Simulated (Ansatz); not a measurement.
# Decaying states in the gap of MgTe2H4Cl2, part 2 of 3

Wanted: the relaxed cell of MgTe2H4Cl2, its band edges and its decay constants. It is built by putting Te for O in the MgH4Cl2O2 structure of space group C2/m, with the volume rescaled by atomic radii. The parent structure comes from the Materials Project.

Ansatz 0.2.0; PBEsol DFT, plane waves, PAW files (the session's first sound run).

So far. Step 2 (Cell and atoms at rest): The largest force component on a free atom ends at 4.0e-4 eV/Å.

The structure was built from a prototype and need not be the compound's stable phase.

## (3) The bulk crystal and its band edges

The energy window and the wavevectors of the next steps follow from the band edges, so these are searched first, off the mesh as well.

Contents of input.yaml:

```yaml
crystal:
  lattice:
    - [4.1375350753, -5.9381055002, 0.4703311272]
    - [4.1375350753, 5.9381055002, 0.4703311272]
    - [-0.570607761, 0.0, 3.7222171713]
  atoms:
    - { symbol: Mg, position: [0.0, 0.0, 0.0] }
    - { symbol: H, position: [0.5317333182, 0.2526296781, 0.7684687384] }
    - { symbol: H, position: [0.7473703219, 0.4682666818, 0.2315312616] }
    - { symbol: H, position: [0.4682666818, 0.7473703219, 0.2315312616] }
    - { symbol: H, position: [0.2526296781, 0.5317333182, 0.7684687384] }
    - { symbol: Cl, position: [0.8058006906, 0.8058006906, 0.4948136526] }
    - { symbol: Cl, position: [0.1941993094, 0.1941993094, 0.5051863474] }
    - { symbol: Te, position: [0.7348871541, 0.2651128459, 0.0] }
    - { symbol: Te, position: [0.2651128459, 0.7348871541, 0.0] }
kpoints:
  mp_grid: { grid: [4, 4, 6] }
  band_path: { path: [VBM, CBM], npoints: 30 }
scf:
  occupations: { method: fixed }
hamiltonian:
  xc: pbesol
output:
  eigenvalues: true
  write_potential: true
  write_density: true
  volumetric_format: npy
  elf: true
```

Command:

```sh
> ansatz run input.yaml --threads 2 --pin off --max-ram 4096MiB --backend cpu --events-out ev --progress --plain --runs-dir out
```

Numbers of over 12 decimals in the logs are rounded to 6 here.

The program printed:

```text
[...]
Crystal: 9 atoms, lattice volume = 186.090 Å³
Basis set: ecut = 420 eV, 3643 PW (Γ)
Bands: 39, of which v1, the nominal top of the filled ones, is band 30 counted from 1 (29 counted from 0)
Symmetry: 4 space group operations
[...]
k-points: 34 of 96
[...]
SCF iter   1: F=—  HF=-17902.359297 eV  |F-HF|=—  |Δ(HF+E_count)|=         —  Δρ=7.92e-3  dr2=1.74e-1  ethr=1.77e-3  ⟨swp⟩=5.2  Hψ=4781  notcnv=0  defer=216
[...]
SCF iter   7: F=-17902.310099 eV  HF=-17902.310099 eV  |F-HF|=1.06e-7  |Δ(HF+E_count)|=   1.84e-6  Δρ=5.62e-6  dr2=8.14e-8  ethr=1.67e-10  ⟨swp⟩=12.4  Hψ=8074  notcnv=0
SCF 1 converged in 7 iterations: F = -17902.310099 eV  dr2 = 8.14e-8
[...]
NSCF: frozen V_eff on 68 k-points
[...]
SCF converged after 7 iterations
Free energy (F): -17902.310099 eV
[...]
Internal energy: -17902.310099 eV  (E = F + TS)
E sigma→0 (E₀):  -17902.310099 eV
Fermi energy:    4.346823 eV
[...]
--- Band table (eV; the first three rows and the last of 34) ---
  k-point 0: bands = [... 26 lower, 1.1707, 1.4539, 3.5688, 4.3468, 5.5496, 6.7230, 7.3061, 7.7852, ... 5 higher]
  k-point 1: bands = [... 26 lower, 1.0860, 1.3488, 2.9069, 3.6319, 6.1666, 6.8591, 7.3420, 7.4743, ... 5 higher]
  k-point 2: bands = [... 26 lower, 1.0113, 1.0573, 2.0782, 2.9463, 6.8394, 7.0038, 7.2207, 7.2480, ... 5 higher]
  k-point 33: bands = [... 26 lower, 0.9953, 1.1789, 1.9095, 2.8348, 5.8942, 6.1935, 6.4938, 6.9257, ... 5 higher]
```

It took 37 s on 2 threads of Intel Xeon Platinum 8488C (Sapphire Rapids), shared host; peak memory 0.65 GiB.

The column dr2 measures how far the density is from self-consistency, as an energy; F and HF (Harris–Foulkes) agree once it is small.

This step gave:

```
Fermi energy        : 4.347 eV
gap on the k-mesh   : 1.203 eV
gap on path         : 1.203 eV, by band count; negative where bands overlap
direct gap on path  : 1.203 eV
edge places on path : 0, 0 1/A along the path
```

Levels at VBM (eV): -6.20, -5.97, -5.77, -5.24, -3.99, -3.87, -3.65, -3.29, -3.18, -2.89, -0.78, 0.00, 1.20, 2.38, 2.96, 3.44, 3.82, 4.57, 5.23, 6.19, 6.50.

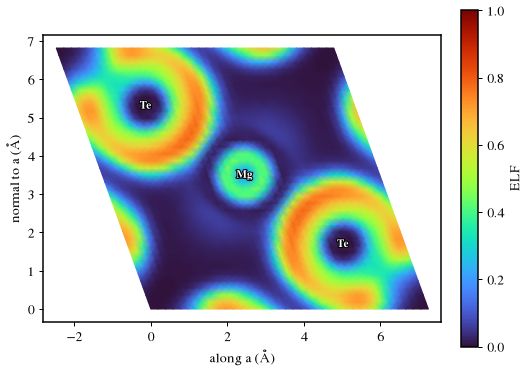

ELF in the ab plane of the cell as run, not the conventional one, at fractional z = 0.000, with atoms of Mg and Te within 0.2 Å of it. It is the smooth field of the valence electrons, not physical close to the nuclei. The map starts off the cell's origin, so that atoms lie inside it.

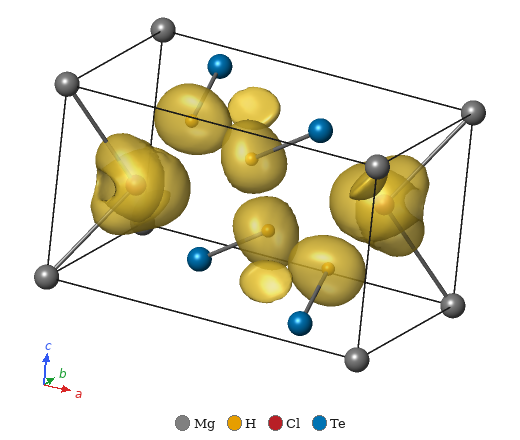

Surface of ELF = 0.85. Drawn on the cell as run, not the conventional one. Bonds to atoms that aren't drawn are left out.

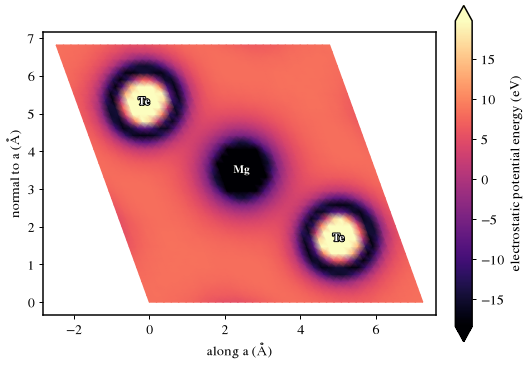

Electrostatic potential energy in the ab plane of the cell as run, not the conventional one, at fractional z = 0.000, with atoms of Mg and Te within 0.2 Å of it. With pseudopotentials it is smooth inside the atoms' cores, unlike the true potential. The map starts off the cell's origin, so that atoms lie inside it.

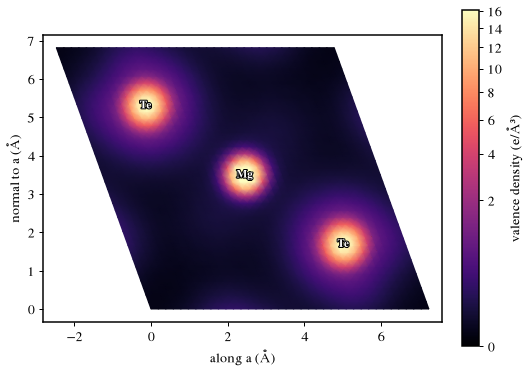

Valence density in the ab plane of the cell as run, not the conventional one, at fractional z = 0.000, with atoms of Mg and Te within 0.2 Å of it. It is the smooth field of the valence electrons, not physical close to the nuclei. The map starts off the cell's origin, so that atoms lie inside it. The colour scale is stretched toward low values.

The searched edges give 1.20 eV, as on the mesh.

## (4) Decaying states in the gap, plane (100), k-mesh 6×6×6

This step: PBEsol DFT, plane waves, PAW files; complex bands by layer matching along the plane's normal (Ansatz 0.2.0).

The same crystal is laid in a cell whose first two vectors span the (100) plane (indices of the standard conventional cell, whose axes can be ordered otherwise than in the bulk input). At fixed energy and wavevector in the plane the solver finds all kz, real and complex. A few wavevectors are listed, (0, 0) and (0.5, 0) in units of the plane's reciprocal vectors; the slowest state needn't be among them.

Contents of input.yaml:

```yaml
crystal:
  lattice:
    - [3.765699654, 0.0, 0.0]
    - [0.0, 11.876211, 0.0]
    - [-0.162050902, 5.9381055, 4.161027202]
  atoms:
    - { symbol: Mg, position: [0.0, 0.0, 0.0] }
    - { symbol: H, position: [0.7684687384, 0.7473703219, 0.7843629963] }
    - { symbol: H, position: [0.2315312616, 0.5317333182, 0.2156370037] }
    - { symbol: H, position: [0.2315312616, 0.2526296781, 0.2156370037] }
    - { symbol: H, position: [0.7684687384, 0.4682666818, 0.7843629963] }
    - { symbol: Cl, position: [0.4948136526, 0.1941993094, 0.6116013812] }
    - { symbol: Cl, position: [0.5051863474, 0.8058006906, 0.3883986188] }
    - { symbol: Te, position: [0.0, 0.7348871541, 0.0] }
    - { symbol: Te, position: [0.0, 0.2651128459, 0.0] }
kpoints:
  mp_grid: { grid: [6, 6, 6] }
scf:
  occupations: { method: fixed }
hamiltonian:
  xc: pbesol
output:
  eigenvalues: true
  transmission:
    leads: [[0, 0]]
    kpoints: [[0.0, 0.0], [0.5, 0.0]]
    e_range: [-1.0, 2.2]
    de: 0.08
```

The program printed:

```text
[...]
Crystal: 9 atoms, lattice volume = 186.090 Å³
Basis set: ecut = 420 eV, 3643 PW (Γ)
Bands: 39, of which v1, the nominal top of the filled ones, is band 30 counted from 1 (29 counted from 0)
Symmetry: 4 space group operations
[...]
k-points: 68 of 216
[...]
SCF iter   1: F=—  HF=-17902.359142 eV  |F-HF|=—  |Δ(HF+E_count)|=         —  Δρ=7.92e-3  dr2=1.74e-1  ethr=1.77e-3  ⟨swp⟩=5.3  Hψ=9549  notcnv=0  defer=434
[...]
SCF iter   7: F=-17902.310134 eV  HF=-17902.310134 eV  |F-HF|=1.05e-7  |Δ(HF+E_count)|=   1.83e-6  Δρ=5.55e-6  dr2=7.86e-8  ethr=1.67e-10  ⟨swp⟩=12.6  Hψ=16437  notcnv=0
SCF 1 converged in 7 iterations: F = -17902.310134 eV  dr2 = 7.86e-8
[...]
transmission: 6 of 12 steps passed
transmission: 12 of 12 steps passed
SCF converged after 7 iterations
Free energy (F): -17902.310134 eV
[...]
Internal energy: -17902.310134 eV  (E = F + TS)
E sigma→0 (E₀):  -17902.310134 eV
Fermi energy:    4.346794 eV
[...]
--- Band table (eV; the first three rows and the last of 68) ---
  k-point 0: bands = [... 26 lower, 1.1706, 1.4539, 3.5688, 4.3468, 5.5496, 6.7230, 7.3061, 7.7852, ... 5 higher]
  k-point 1: bands = [... 26 lower, 1.1274, 1.3036, 3.6986, 3.9746, 5.9172, 6.8770, 7.4601, 7.8570, ... 5 higher]
  k-point 2: bands = [... 26 lower, 0.9662, 1.0635, 3.5732, 4.0437, 6.5659, 7.6625, 7.6990, 8.2189, ... 5 higher]
  k-point 67: bands = [... 26 lower, 0.9844, 1.0716, 1.8932, 2.7142, 6.3189, 6.4625, 6.8007, 7.2109, ... 5 higher]
--- Transmission ---
  basis      : 395 plane waves across, 6 finite elements along
  points     : 2, as listed
  energies   : 41 from -1.000000 to 2.200000 eV about the Fermi level, 0.080000 eV apart; the leads are filled to 0.601385 eV, and channels, transmission and decay are at 0.600000 eV
  crystal 0  : Cl2H4Mg1Te2, at the sites [0, 0], period 4.1610 Å: whole cells are its period
    offset         : up to 0.0000 Å between an atom of the period and one for which it stands
    channels       : 0.000000e0 a spin
    conductance    : none, the energies end too early or step too widely for 300 K: set another output.transmission.e_range or a lower de, or, where they end at an eighth of basis.ecutwfc, a higher one
    slowest decay  : 0.1835 /Å at (0.0000, 0.0000)
```

Wall time 86 s (2 threads); peak memory 1.4 GiB; 2.8 min of CPU time.

This step gave:

| Item | Value |
| --- | --- |
| level to which the leads are filled | 0.6014 eV from the Fermi level |
| decay constant at the filling level, zone centre | 0.1835 Å⁻¹ |
| decay constant at the filling level, slowest listed point | 0.1835 Å⁻¹ |

K parallel (0, 0); values up to 1.5 1/Å, a degenerate pair printed once or twice; energies at which all values exceed this have no row. Table of Im kz of the slowest decaying states by energy, zero at the highest filled level on the SCF mesh:

| energy (eV) | decay 1 (Å⁻¹) | decay 2 (Å⁻¹) | decay 3 (Å⁻¹) | decay 4 (Å⁻¹) |
| --- | --- | --- | --- | --- |
| -1.0000 | 0.323 | 0.324 | 0.459 | 0.481 |
| -0.7600 | 0.490 | 0.518 | 0.556 | 0.633 |
| -0.5200 | 0.471 | 0.537 | 0.577 | 0.636 |
| -0.2800 | 0.451 | 0.549 | 0.584 | 0.639 |
| -0.0400 | 0.00925 | 0.430 | 0.556 | 0.584 |
| 0.2800 | 0.156 | 0.210 | 0.400 | 0.558 |
| 0.5200 | 0.182 | 0.255 | 0.376 | 0.554 |
| 0.7600 | 0.177 | 0.281 | 0.352 | 0.547 |
| 1.0000 | 0.139 | 0.297 | 0.326 | 0.535 |
| 1.2400 | 0.297 | 0.307 | 0.519 | 0.542 |
| 1.4800 | 0.267 | 0.312 | 0.498 | 0.529 |
| 1.7200 | 0.237 | 0.314 | 0.472 | 0.515 |
| 1.9600 | 0.203 | 0.312 | 0.440 | 0.499 |

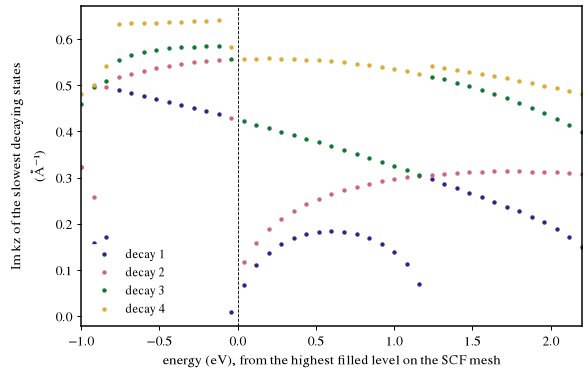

Im kz of the slowest decaying states, plotted against energy.

K parallel (0, 0). Table of Re kz of states that move upwards by energy, zero at the highest filled level on the SCF mesh:

| energy (eV) | channel 1 (Å⁻¹) | channel 2 (Å⁻¹) |
| --- | --- | --- |
| -1.00 | - | - |
| -0.76 | -0.489 | 0.0935 |
| -0.52 | -0.326 | 0.360 |
| -0.28 | -0.208 | 0.518 |
| -0.04 | -0.0695 | - |
| 0.20 | - | - |
| 0.44 | - | - |
| 0.76 | - | - |
| 1.00 | - | - |
| 1.24 | 0.0683 | - |
| 1.48 | 0.210 | - |
| 1.72 | 0.316 | - |
| 1.96 | 0.409 | - |
| 2.20 | 0.497 | - |

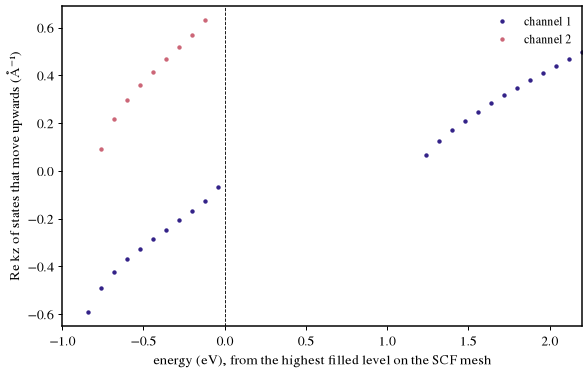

Re kz of states that move upwards against energy.

K parallel (0.5, 0); values up to 1.5 1/Å, a degenerate pair printed once or twice; energies at which all values exceed this have no row. The Im kz of the slowest decaying states by energy, zero at the highest filled level on the SCF mesh:

| energy (eV) | decay 1 (Å⁻¹) | decay 2 (Å⁻¹) | decay 3 (Å⁻¹) | decay 4 (Å⁻¹) |
| --- | --- | --- | --- | --- |
| -1.000 | 0.272 | 0.358 | 0.467 | 0.563 |
| -0.520 | 0.336 | 0.384 | 0.455 | 0.553 |
| -0.040 | 0.375 | 0.389 | 0.429 | 0.537 |
| 0.520 | 0.375 | 0.380 | 0.406 | 0.507 |
| 1.000 | 0.311 | 0.346 | 0.443 | 0.455 |
| 1.480 | 0.164 | 0.293 | 0.434 | 0.477 |
| 1.960 | 0.172 | 0.353 | 0.412 | 0.421 |

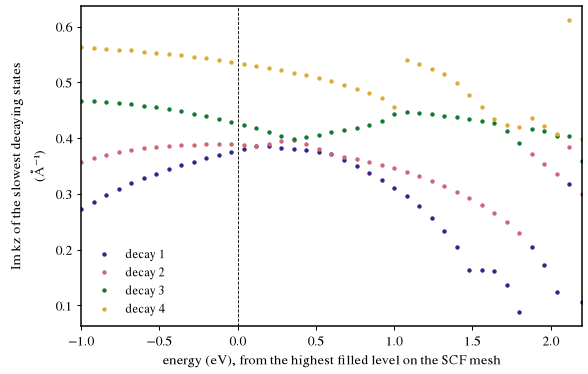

Im kz of the slowest decaying states against energy.

At the listed wavevectors the last open channel is at -0.04 eV and the next at +1.24 eV on the grid. At +0.60 eV, the grid energy nearest the filling level (the middle of the gap on the SCF mesh), the slowest state at the listed wavevectors decays with κ = 0.183 Å⁻¹, its amplitude falling by e over 5.4 Å. Through 1 nm of this crystal that state's transmission falls by exp(−2 × 0.183 Å⁻¹ × 10 Å) = 0.025.

## (5) Decay over the two-dimensional zone

The listed points could miss the slowest state, so one energy near mid-gap is solved on a mesh of 8×4.

Changes to input.yaml since step 4:

```diff
@@ -23,6 +23,2 @@
   eigenvalues: true
-  transmission:
-    leads: [[0, 0]]
-    kpoints: [[0.0, 0.0], [0.5, 0.0]]
-    e_range: [-1.0, 2.2]
-    de: 0.08
+  transmission: { leads: [[0, 0]], kmesh: [8, 4], e_range: [0.6, 0.61], de: 0.05 }
```

The program printed:

```text
[...]
Crystal: 9 atoms, lattice volume = 186.090 Å³
Basis set: ecut = 420 eV, 3643 PW (Γ)
Bands: 39, of which v1, the nominal top of the filled ones, is band 30 counted from 1 (29 counted from 0)
Symmetry: 4 space group operations
[...]
k-points: 68 of 216
[...]
SCF iter   1: F=—  HF=-17902.359142 eV  |F-HF|=—  |Δ(HF+E_count)|=         —  Δρ=7.92e-3  dr2=1.74e-1  ethr=1.77e-3  ⟨swp⟩=5.3  Hψ=9549  notcnv=0  defer=434
[...]
SCF iter   7: F=-17902.310134 eV  HF=-17902.310134 eV  |F-HF|=1.05e-7  |Δ(HF+E_count)|=   1.83e-6  Δρ=5.55e-6  dr2=7.86e-8  ethr=1.67e-10  ⟨swp⟩=12.6  Hψ=16437  notcnv=0
SCF 1 converged in 7 iterations: F = -17902.310134 eV  dr2 = 7.86e-8
[...]
transmission: 24 of 90 steps passed
transmission: 48 of 90 steps passed
transmission: 72 of 90 steps passed
transmission: 90 of 90 steps passed
SCF converged after 7 iterations
Free energy (F): -17902.310134 eV
[...]
Internal energy: -17902.310134 eV  (E = F + TS)
E sigma→0 (E₀):  -17902.310134 eV
Fermi energy:    4.346794 eV
[...]
--- Band table (eV; the first three rows and the last of 68) ---
  k-point 0: bands = [... 26 lower, 1.1706, 1.4539, 3.5688, 4.3468, 5.5496, 6.7230, 7.3061, 7.7852, ... 5 higher]
  k-point 1: bands = [... 26 lower, 1.1274, 1.3036, 3.6986, 3.9746, 5.9172, 6.8770, 7.4601, 7.8570, ... 5 higher]
  k-point 2: bands = [... 26 lower, 0.9662, 1.0635, 3.5732, 4.0437, 6.5659, 7.6625, 7.6990, 8.2189, ... 5 higher]
  k-point 67: bands = [... 26 lower, 0.9844, 1.0716, 1.8932, 2.7142, 6.3189, 6.4625, 6.8007, 7.2109, ... 5 higher]
--- Transmission ---
  basis      : 395 plane waves across, 6 finite elements along
  points     : 15, standing for a mesh of 8 x 4
  energies   : 1 from 0.600000 to 0.600000 eV about the Fermi level; the leads are filled to 0.601385 eV, and channels, transmission and decay are at 0.600000 eV
[...]
channels       : 0.000000e0 a spin
    conductance    : none, crystal 0 has no channel at the energies, or these end too early or step too widely for 300 K: set another output.transmission.e_range or a lower de, or, where they end at an eighth of basis.ecutwfc, a higher one
    slowest decay  : 0.1835 /Å at (0.0000, 0.0000)
```

Wall time 86 s (2 threads); peak memory 1.6 GiB.

Numbers from this step:

```
least decay constant on the mesh : 0.1835 Å⁻¹
```

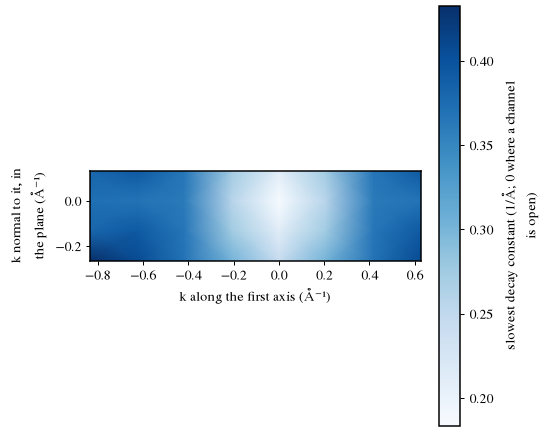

Slowest decay constant (1/Å; 0 where a channel is open) over k1 and k2. At 0.6000 eV from the Fermi level.

The least value on the mesh is 0.183 Å⁻¹ at +0.60 eV. At that energy the listed points give about 0.184 Å⁻¹ by interpolation, so the mesh holds no clearly slower state.

(Continued in part 3 of 3.)

[Logs are printed without paths, hosts, clocks, repeated set-up lines and the standing remarks that a program may print on its own settings, such as how far it seeks lower states.]

[Hosts, paths, dates, database ids (printed as entryN), source tags and the programs' standing remarks are cut or masked in the printed files.]
